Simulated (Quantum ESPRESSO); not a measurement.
# Magnetic state of Mg7CoO8 (MgO32 Co2 d5p16) from several starts

Wanted: the moments of Mg7CoO8 (MgO32 Co2 d5p16) and the energy of each order that was tried.

Method: PBE; plane waves with GBRV 1.5 PBE potentials, no spin-orbit coupling, in Quantum ESPRESSO 7.5.

### Step 1. The starting structure

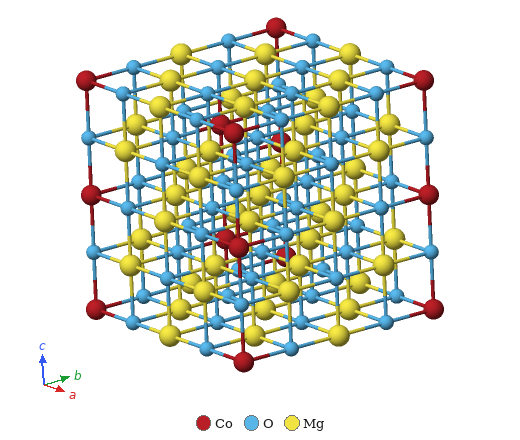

The cell as given, from a free direction (cobalt red, oxygen blue, magnesium yellow). 1×1×2 cells are drawn. Some periodic images of atoms are drawn too.

The cell was typed by rule, not taken from a database of measured structures.

### Step 2. Start 1: ferro ++

The signs are those of the starting moments on the seeded atoms, the atoms that are given a moment.

The input, pw.in:

```
&CONTROL
  calculation = 'scf'
  prefix = 'pwscf'
  outdir = './tmp'
  pseudo_dir = './pseudo'
  disk_io = 'nowf'
/
&SYSTEM
  ibrav = 0
  celldm(1) = 8
  nat = 32
  ntyp = 3
  ecutwfc = 40
  ecutrho = 280
  nbnd = 172
  occupations = 'smearing'
  smearing = 'fd'
  degauss = 0.00367493
  nspin = 2
  starting_magnetization(1) = 0.1765
  starting_magnetization(2) = 0
  starting_magnetization(3) = 0
/
&ELECTRONS
  conv_thr = 6.4d-08
  electron_maxstep = 150
  mixing_beta = 0.3
/
ATOMIC_SPECIES
Co     58.9332 co_pbe_v1.2.uspp.F.UPF
O      15.9990 o_pbe_v1.2.uspp.F.UPF
Mg     24.3050 mg_pbe_v1.4.uspp.F.UPF
CELL_PARAMETERS alat
   1.9898816092309    0.0000000000000    0.0000000000000
   0.0000000000000    1.9898816092309    0.0000000000000
   0.0000000000000    0.0000000000000    0.9949408046155
ATOMIC_POSITIONS crystal
Co      0.0000000000    0.0000000000    0.0000000000
O       0.2500000000    0.0000000000    0.0000000000
Mg      0.0000000000    0.2500000000    0.5000000000
O       0.2500000000    0.2500000000    0.5000000000
Mg      0.2500000000    0.0000000000    0.5000000000
O       0.0000000000    0.0000000000    0.5000000000
Mg      0.2500000000    0.2500000000    0.0000000000
O       0.0000000000    0.2500000000    0.0000000000
Mg      0.0000000000    0.5000000000    0.0000000000
O       0.2500000000    0.5000000000    0.0000000000
Mg      0.0000000000    0.7500000000    0.5000000000
O       0.2500000000    0.7500000000    0.5000000000
Co      0.2500000000    0.5000000000    0.5000000000
O       0.0000000000    0.5000000000    0.5000000000
Mg      0.2500000000    0.7500000000    0.0000000000
O       0.0000000000    0.7500000000    0.0000000000
Mg      0.5000000000    0.0000000000    0.0000000000
O       0.7500000000    0.0000000000    0.0000000000
Mg      0.5000000000    0.2500000000    0.5000000000
O       0.7500000000    0.2500000000    0.5000000000
Mg      0.7500000000    0.0000000000    0.5000000000
O       0.5000000000    0.0000000000    0.5000000000
Mg      0.7500000000    0.2500000000    0.0000000000
O       0.5000000000    0.2500000000    0.0000000000
Mg      0.5000000000    0.5000000000    0.0000000000
O       0.7500000000    0.5000000000    0.0000000000
Mg      0.5000000000    0.7500000000    0.5000000000
O       0.7500000000    0.7500000000    0.5000000000
Mg      0.7500000000    0.5000000000    0.5000000000
O       0.5000000000    0.5000000000    0.5000000000
Mg      0.7500000000    0.7500000000    0.0000000000
O       0.5000000000    0.7500000000    0.0000000000
K_POINTS automatic
3 3 6 0 0 0
```

Launch:

```sh
> OMP_NUM_THREADS=1 mpirun -n 4 pw.x -nk 4 -in pw.in > pw.out
```

Log:

```text
Program PWSCF v.7.5 starts

     Message from routine setup:
     using ibrav=0 with symmetry is DISCOURAGED, use correct ibrav instead

     K-points division:     npool     =       4
     Subspace diagonalization in iterative solution of the eigenvalue problem:

     G-vector sticks info
     --------------------
     sticks:   dense  smooth     PW     G-vecs:    dense   smooth      PW
     Sum        5637    3233    933               159663    68849   10557

     Using Slab Decomposition

     bravais-lattice index     =            0
     lattice parameter (alat)  =       8.0000  a.u.
     unit-cell volume          =    2017.0733 (a.u.)^3
     number of atoms/cell      =           32
     number of atomic types    =            3
     number of electrons       =       270.00
     number of Kohn-Sham states=          172
     kinetic-energy cutoff     =      40.0000  Ry
     charge density cutoff     =     280.0000  Ry
     scf convergence threshold =      6.4E-08
     mixing beta               =       0.3000
     number of iterations used =            8  plain     mixing
     Exchange-correlation=  SLA  PW   PBX  PBC
                           (   1   4   3   4   0   0   0)

     celldm(1)=   8.000000  celldm(2)=   0.000000  celldm(3)=   0.000000
     celldm(4)=   0.000000  celldm(5)=   0.000000  celldm(6)=   0.000000

     crystal axes: (cart. coord. in units of alat)
               a(1) = (   1.989882   0.000000   0.000000 )
               a(2) = (   0.000000   1.989882   0.000000 )
               a(3) = (   0.000000   0.000000   0.994941 )

     reciprocal axes: (cart. coord. in units 2 pi/alat)
               b(1) = (  0.502542  0.000000  0.000000 )
               b(2) = (  0.000000  0.502542  0.000000 )
               b(3) = (  0.000000  0.000000  1.005085 )

     PseudoPot. # 1 for Co read from file:
     co_pbe_v1.2.uspp.F.UPF
     Pseudo is Ultrasoft + core correction, Zval = 17.0
     Generated by new atomic code, or converted to UPF format
     Using radial grid of  863 points,  6 beta functions with:
                l(1) =   0
                l(2) =   0
                l(3) =   1
                l(4) =   1
                l(5) =   2
                l(6) =   2
     Q(r) pseudized with  8 coefficients,  rinner =    1.200   1.200   1.200
                                                       1.200   1.200

     PseudoPot. # 2 for O  read from file:
     o_pbe_v1.2.uspp.F.UPF
     Pseudo is Ultrasoft + core correction, Zval =  6.0
     Generated by new atomic code, or converted to UPF format
     Using radial grid of  737 points,  5 beta functions with:
                l(1) =   0
                l(2) =   0
                l(3) =   1
                l(4) =   1
                l(5) =   2
     Q(r) pseudized with  8 coefficients,  rinner =    0.900   0.900   0.900
                                                       0.900   0.900

     PseudoPot. # 3 for Mg read from file:
     mg_pbe_v1.4.uspp.F.UPF
     Pseudo is Ultrasoft, Zval = 10.0
     Generated by new atomic code, or converted to UPF format
     Using radial grid of  821 points,  7 beta functions with:
                l(1) =   0
                l(2) =   0
                l(3) =   0
                l(4) =   1
                l(5) =   1
                l(6) =   2
                l(7) =   2
     Q(r) pseudized with  8 coefficients,  rinner =    1.200   1.200   1.200
                                                       1.200   1.200

     atomic species   valence    mass     pseudopotential
     Co               17.00    58.93320     Co( 1.00)
     O                 6.00    15.99900     O ( 1.00)
     Mg               10.00    24.30500     Mg( 1.00)

     Starting magnetic structure
     atomic species   magnetization
     Co              0.176
     O               0.000
     Mg              0.000

      8 Sym. Ops., with inversion, found ( 4 have fractional translation)

   Cartesian axes

     site n.     atom                  positions (alat units)
         1        Co     tau(   1) = (   0.0000000   0.0000000   0.0000000  )
         2        O      tau(   2) = (   0.4974704   0.0000000   0.0000000  )
         3        Mg     tau(   3) = (   0.0000000   0.4974704   0.4974704  )
         4        O      tau(   4) = (   0.4974704   0.4974704   0.4974704  )
         5        Mg     tau(   5) = (   0.4974704   0.0000000   0.4974704  )
         6        O      tau(   6) = (   0.0000000   0.0000000   0.4974704  )
         7        Mg     tau(   7) = (   0.4974704   0.4974704   0.0000000  )
         8        O      tau(   8) = (   0.0000000   0.4974704   0.0000000  )
         9        Mg     tau(   9) = (   0.0000000   0.9949408   0.0000000  )
        10        O      tau(  10) = (   0.4974704   0.9949408   0.0000000  )
        11        Mg     tau(  11) = (   0.0000000   1.4924112   0.4974704  )
        12        O      tau(  12) = (   0.4974704   1.4924112   0.4974704  )
        13        Co     tau(  13) = (   0.4974704   0.9949408   0.4974704  )
        14        O      tau(  14) = (   0.0000000   0.9949408   0.4974704  )
        15        Mg     tau(  15) = (   0.4974704   1.4924112   0.0000000  )
        16        O      tau(  16) = (   0.0000000   1.4924112   0.0000000  )
        17        Mg     tau(  17) = (   0.9949408   0.0000000   0.0000000  )
        18        O      tau(  18) = (   1.4924112   0.0000000   0.0000000  )
        19        Mg     tau(  19) = (   0.9949408   0.4974704   0.4974704  )
        20        O      tau(  20) = (   1.4924112   0.4974704   0.4974704  )
        21        Mg     tau(  21) = (   1.4924112   0.0000000   0.4974704  )
        22        O      tau(  22) = (   0.9949408   0.0000000   0.4974704  )
        23        Mg     tau(  23) = (   1.4924112   0.4974704   0.0000000  )
        24        O      tau(  24) = (   0.9949408   0.4974704   0.0000000  )
        25        Mg     tau(  25) = (   0.9949408   0.9949408   0.0000000  )
        26        O      tau(  26) = (   1.4924112   0.9949408   0.0000000  )
        27        Mg     tau(  27) = (   0.9949408   1.4924112   0.4974704  )
        28        O      tau(  28) = (   1.4924112   1.4924112   0.4974704  )
        29        Mg     tau(  29) = (   1.4924112   0.9949408   0.4974704  )
        30        O      tau(  30) = (   0.9949408   0.9949408   0.4974704  )
        31        Mg     tau(  31) = (   1.4924112   1.4924112   0.0000000  )
        32        O      tau(  32) = (   0.9949408   1.4924112   0.0000000  )

     number of k points=    16  Fermi-Dirac smearing, width (Ry)=  0.0037
                       cart. coord. in units 2pi/alat
        k(    1) = (   0.0000000   0.0000000   0.0000000), wk =   0.0185185
        k(    2) = (   0.0000000   0.0000000   0.1675142), wk =   0.0370370
        k(    3) = (   0.0000000   0.0000000   0.3350283), wk =   0.0370370
        k(    4) = (   0.0000000   0.0000000  -0.5025425), wk =   0.0185185
        k(    5) = (   0.0000000   0.1675142   0.0000000), wk =   0.0370370
        [... 11 further k-points ...]

     Dense  grid:   159663 G-vectors     FFT dimensions: (  96,  90,  48)

     Smooth grid:    68849 G-vectors     FFT dimensions: (  72,  72,  36)

     Check: negative core charge=   -0.000011
     Generating pointlists ...
     new r_m :   0.2052 (alat units)  1.6417 (a.u.) for type    1
     new r_m :   0.2052 (alat units)  1.6417 (a.u.) for type    2
     new r_m :   0.2052 (alat units)  1.6417 (a.u.) for type    3

     Initial potential from superposition of free atoms

     starting charge     263.7968, renormalised to     270.0000
     Starting wfcs are  160 randomized atomic wfcs +   12 random wfcs

     Self-consistent Calculation

     iteration #  1     ecut=    40.00 Ry     beta= 0.30
     Davidson diagonalization with overlap
     ethr =  1.00E-02,  avg # of iterations =  6.3

     total energy              =   -2870.24252652 Ry
     estimated scf accuracy    <       8.83982437 Ry

     total magnetization       =     6.42 Bohr mag/cell
     absolute magnetization    =     6.51 Bohr mag/cell

     iteration #  2     ecut=    40.00 Ry     beta= 0.30
     Davidson diagonalization with overlap
     ethr =  3.27E-03,  avg # of iterations =  2.2

     total energy              =   -2870.92285535 Ry
     estimated scf accuracy    <       4.49222814 Ry

     total magnetization       =     1.98 Bohr mag/cell
     absolute magnetization    =     2.48 Bohr mag/cell

     iteration #  3     ecut=    40.00 Ry     beta= 0.30
     Davidson diagonalization with overlap
     ethr =  1.66E-03,  avg # of iterations =  2.1

     total energy              =   -2871.60665288 Ry
     estimated scf accuracy    <       0.84108786 Ry

     total magnetization       =     6.00 Bohr mag/cell
     absolute magnetization    =     6.06 Bohr mag/cell

     [... further iterations left out ...]

     iteration # 11     ecut=    40.00 Ry     beta= 0.30
     Davidson diagonalization with overlap
     ethr =  1.62E-08,  avg # of iterations =  2.7

     total energy              =   -2871.64241128 Ry
     estimated scf accuracy    <       0.00000229 Ry

     total magnetization       =     6.00 Bohr mag/cell
     absolute magnetization    =     6.14 Bohr mag/cell

     iteration # 12     ecut=    40.00 Ry     beta= 0.30
     Davidson diagonalization with overlap
     ethr =  8.50E-10,  avg # of iterations =  2.5

     total energy              =   -2871.64241252 Ry
     estimated scf accuracy    <       0.00000124 Ry

     total magnetization       =     6.00 Bohr mag/cell
     absolute magnetization    =     6.14 Bohr mag/cell

     iteration # 13     ecut=    40.00 Ry     beta= 0.30
     Davidson diagonalization with overlap
     ethr =  4.58E-10,  avg # of iterations =  2.0

     total energy              =   -2871.64241276 Ry
     estimated scf accuracy    <       0.00000032 Ry

     total magnetization       =     6.00 Bohr mag/cell
     absolute magnetization    =     6.14 Bohr mag/cell

     iteration # 14     ecut=    40.00 Ry     beta= 0.30
     Davidson diagonalization with overlap
     ethr =  1.17E-10,  avg # of iterations =  2.4

     Magnetic moment per site  (integrated on atomic sphere of radius R)
     atom   1 (R=0.205)  charge= 14.5895  magn=  2.4899
     atom   2 (R=0.205)  charge=  5.8113  magn=  0.0615
     atom   3 (R=0.205)  charge=  8.1873  magn= -0.0006
     atom   4 (R=0.205)  charge=  5.8129  magn=  0.0580
     atom   5 (R=0.205)  charge=  8.1871  magn=  0.0036
     atom   6 (R=0.205)  charge=  5.7923  magn=  0.1448
     atom   7 (R=0.205)  charge=  8.1873  magn= -0.0006
     atom   8 (R=0.205)  charge=  5.8129  magn=  0.0580
     atom   9 (R=0.205)  charge=  8.1871  magn=  0.0036
     atom  10 (R=0.205)  charge=  5.7923  magn=  0.1448
     atom  11 (R=0.205)  charge=  8.1873  magn= -0.0006
     atom  12 (R=0.205)  charge=  5.8129  magn=  0.0580
     atom  13 (R=0.205)  charge= 14.5895  magn=  2.4899
     atom  14 (R=0.205)  charge=  5.8113  magn=  0.0615
     atom  15 (R=0.205)  charge=  8.1873  magn= -0.0006
     atom  16 (R=0.205)  charge=  5.8129  magn=  0.0580
     atom  17 (R=0.205)  charge=  8.1894  magn=  0.0039
     atom  18 (R=0.205)  charge=  5.8121  magn=  0.0571
     atom  19 (R=0.205)  charge=  8.1895  magn= -0.0003
     atom  20 (R=0.205)  charge=  5.8268  magn=  0.0020
     atom  21 (R=0.205)  charge=  8.1876  magn= -0.0002
     atom  22 (R=0.205)  charge=  5.8252  magn=  0.0057
     atom  23 (R=0.205)  charge=  8.1895  magn= -0.0003
     atom  24 (R=0.205)  charge=  5.8268  magn=  0.0020
     atom  25 (R=0.205)  charge=  8.1876  magn= -0.0002
     atom  26 (R=0.205)  charge=  5.8252  magn=  0.0057
     atom  27 (R=0.205)  charge=  8.1895  magn= -0.0003
     atom  28 (R=0.205)  charge=  5.8268  magn=  0.0020
     atom  29 (R=0.205)  charge=  8.1894  magn=  0.0039
     atom  30 (R=0.205)  charge=  5.8121  magn=  0.0571
     atom  31 (R=0.205)  charge=  8.1895  magn= -0.0003
     atom  32 (R=0.205)  charge=  5.8268  magn=  0.0020

     End of self-consistent calculation

     [... lines left out ...]
     the Fermi energy is    10.8050 ev

!    total energy              =   -2871.64241294 Ry
     estimated scf accuracy    <       0.00000003 Ry
     smearing contrib. (-TS)   =      -0.00652534 Ry
     internal energy E=F+TS    =   -2871.63588760 Ry

     The total energy is F=E-TS. E is the sum of the following terms:
     one-electron contribution =   -1634.59299334 Ry
     hartree contribution      =     911.14004937 Ry
     xc contribution           =    -423.01526556 Ry
     ewald contribution        =   -1725.16767806 Ry

     total magnetization       =     6.00 Bohr mag/cell
     absolute magnetization    =     6.14 Bohr mag/cell

     convergence has been achieved in  14 iterations

=------------------------------------------------------------------------------=
   JOB DONE.
=------------------------------------------------------------------------------=
```

It took 20 min on 4 MPI ranks of Intel Xeon at 2.50GHz (Skylake/Cascade Lake), shared host; peak memory 2.3 GiB; 78 min of CPU time.

Spin moment in the atom's sphere by element, in μB:

```
element  atoms  mean  spread (r.m.s.)  least  largest
     Co      2  2.49             0.00   2.49     2.49
      O     16  0.05             0.04   0.00     0.14
     Mg     14  0.00             0.00   0.00     0.00
```

The atoms farthest from the mean of their element:

```
atom       x, y, z (Å)  spin moment in the atom's sphere (μB)
  O6  0.00, 0.00, 2.11                                   0.14
 O10  2.11, 4.21, 0.00                                   0.14
 O24  4.21, 2.11, 0.00                                   0.00
 O20  6.32, 2.11, 2.11                                   0.00
 O28  6.32, 6.32, 2.11                                   0.00
 O32  4.21, 6.32, 0.00                                   0.00
 O26  6.32, 4.21, 0.00                                   0.01
 O22  4.21, 0.00, 2.11                                   0.01
```

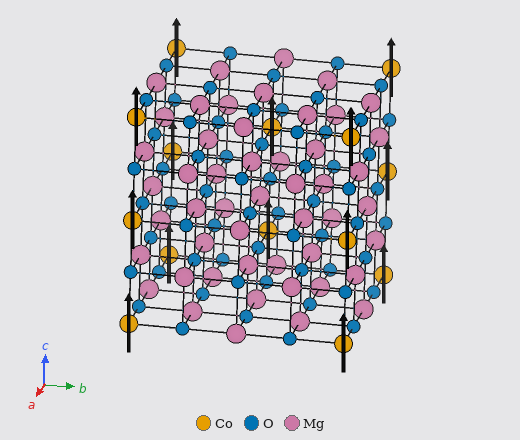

Spin moment in the atom's sphere as arrows, the longest 2.49 μB. Up and down stand for the sign. Arrows give size and sign along the axis of quantisation, drawn up and down the page. 1×1×2 cells are drawn. Some periodic images of atoms are drawn too.

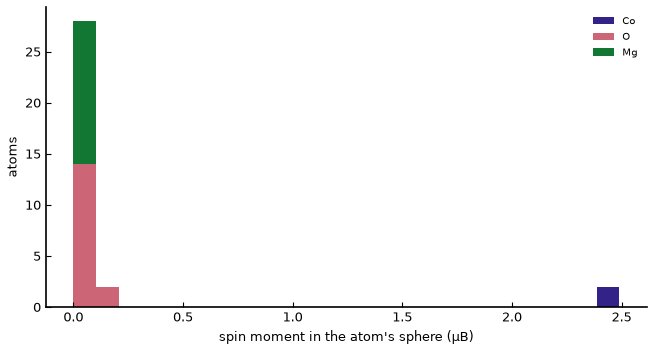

Spin moment in the atom's sphere as a stacked histogram.

This step gave:

```yaml
smearing_term_ts: 0.08878 eV
net_moment: 5.996 μB
integrated_m: 6.141 μB
final_state: ferromagnetic
```

[end of part 1 of 2]

[Logs and program files are shortened in this print: banners, set-up blocks, solver, clock and traceback lines can be left out without a mark of their own.]

[Logs are printed without paths, hosts, clocks, repeated set-up lines and the standing remarks that a program may print on its own settings, such as how far it seeks lower states.]

[Hosts, paths, dates, database ids (printed as entryN), source tags and the programs' standing remarks are cut or masked in the printed files.]

[Where a cell is said to come from a database of computed structures, the database is the Materials Project.]
